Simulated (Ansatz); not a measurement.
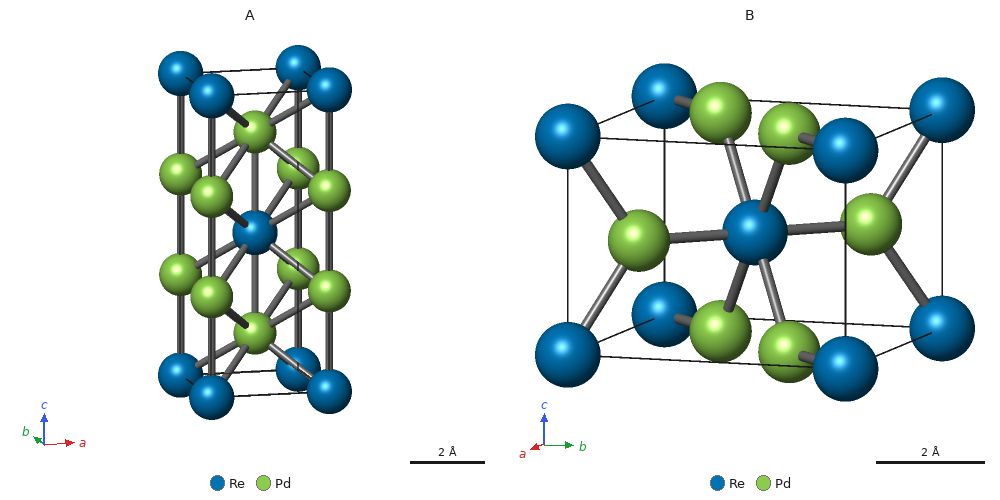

Two structures of RePd2, each relaxed to rest (conventional cells in solid outline, small ones repeated, not to one scale). Method: DFT PBE, scalar-relativistic, plane waves, PAW in Ansatz 0.2.0, without spin polarisation.

### Identify the two structures.

A: 6 atoms a cell on a body-centred tetragonal lattice, I4/mmm. B: 6 atoms a cell on a primitive tetragonal lattice, P4_2/mnm.

### Which structure wins energetically, and by what margin?

A is lower, by 1035 meV/atom at this level of theory (energies at zero smearing). Volumes: A 15.0, B 20.7 Å³/atom.

One or both may be structure types tried for this composition rather than known phases.
